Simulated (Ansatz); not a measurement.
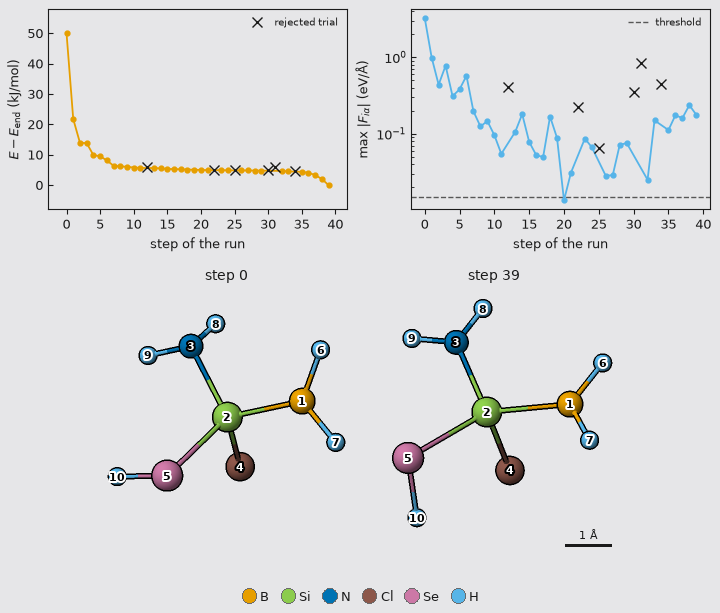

First and last geometry of a relaxation of BSiNH5SeCl, with the history of the run. Style: ball-and-stick. Shown at a tilt.

The run prepares an end point of a later path (torsion) calculation, from a guessed geometry.

Method: RKS PBE0-D4/def2-mTZVP (Ansatz 0.2.0).

Input file:
```yaml
crystal:
  periodic: [false, false, false]
  atoms:
    - { symbol: B, position_ang: [-1.1591, 1.0476, -0.2421] }
    - { symbol: Si, position_ang: [0.1841, -0.2477, -0.0933] }
    - { symbol: "N", position_ang: [0.1859, -0.8783, 1.5662] }
    - { symbol: Cl, position_ang: [-0.116, -1.7988, -1.4352] }
    - { symbol: Se, position_ang: [2.2043, 0.6969, -0.6002] }
    - { symbol: H, position_ang: [-1.8767, 1.3794, 0.6795] }
    - { symbol: H, position_ang: [-1.3587, 1.638, -1.2832] }
    - { symbol: H, position_ang: [-0.6546, -1.3475, 1.7302] }
    - { symbol: H, position_ang: [0.9635, -1.5983, 1.6516] }
    - { symbol: H, position_ang: [2.89381, -0.6164, -0.37302] }
basis:
  gaussian: { orbitals: def2-mTZVP }
hamiltonian:
  xc: pbe0
  dispersion: d4
relax:
  f_tol: 0.015
  max_steps: 40
```

Launched with:
```bash
ansatz run input.yaml --threads 2 --pin off --max-ram 3072MiB --backend cpu --events-out ev --progress --plain --runs-dir out
```

Q: Read the history and describe the run.

A: The relaxation stopped without meeting its thresholds, so the last structure isn't shown to be converged. It used up its limit of 40 steps. The atom that moves furthest after the best rigid fit is H10 (1.15 Å). By element the largest moves are H 1.15 Å, Se 0.73 Å, Si 0.20 Å, Cl 0.17 Å, N 0.11 Å, B 0.08 Å. Near-neighbour distances that change, for instance: B1–Si2 1.872 → 1.999 Å, Si2–N3 1.775 → 1.707 Å, N3–H9 1.063 → 1.011 Å, Si2–Cl4 2.073 → 2.110 Å. Bond angles that change, for instance: B1–Si2–Cl4 111.3° → 98.5°, Si2–N3–H9 108.4° → 120.9°, Si2–N3–H8 109.1° → 121.0°. Groups turn about Si2–Se5 by about 75°, B1–Si2 by about 30°. The energy falls by 50.1 kJ/mol in 33 accepted moves (39 points after the start). Largest force component: 3.3 eV/Å at the start, 0.18 eV/Å at the end. The line search rejected the trial steps at points 12, 22, 25, 30, 31, 34 of the run. The forces were under the threshold at step 20, but the run went on from there.

| step | E − E(0), kJ/mol | largest force component, eV/Å | note |
| --- | --- | --- | --- |
| 0 | 0.00 | 3.2673 |  |
| 1 | -28.32 | 0.9917 |  |
| 2 | -36.14 | 0.4388 |  |
| 3 | -36.24 | 0.7762 |  |
| 4 | -40.18 | 0.3111 |  |
| 5 | -40.56 | 0.3809 |  |
| 6 | -41.94 | 0.5736 |  |
| 7 | -43.68 | 0.1968 |  |
| 8 | -43.90 | 0.1254 |  |
| 9 | -44.04 | 0.1469 |  |
| 10 | -44.27 | 0.0963 |  |
| 12 | -44.06 | 0.4149 | rejected |
| 13 | -44.46 | 0.1063 |  |
| 15 | -44.74 | 0.0787 |  |
| 16 | -44.79 | 0.0532 |  |
| 18 | -44.95 | 0.1683 |  |
| 19 | -45.01 | 0.0887 |  |
| 21 | -45.14 | 0.0312 |  |
| 22 | -45.05 | 0.2246 | rejected |
| 24 | -45.20 | 0.0668 |  |
| 25 | -45.20 | 0.0659 | rejected |
| 27 | -45.25 | 0.0289 |  |
| 28 | -45.28 | 0.0716 |  |
| 30 | -45.21 | 0.3474 | rejected |
| 31 | -44.24 | 0.8536 | rejected |
| 33 | -45.56 | 0.1501 |  |
| 34 | -45.36 | 0.4447 | rejected |
| 36 | -46.01 | 0.1754 |  |
| 37 | -46.76 | 0.1608 |  |
| 39 | -50.08 | 0.1774 |  |
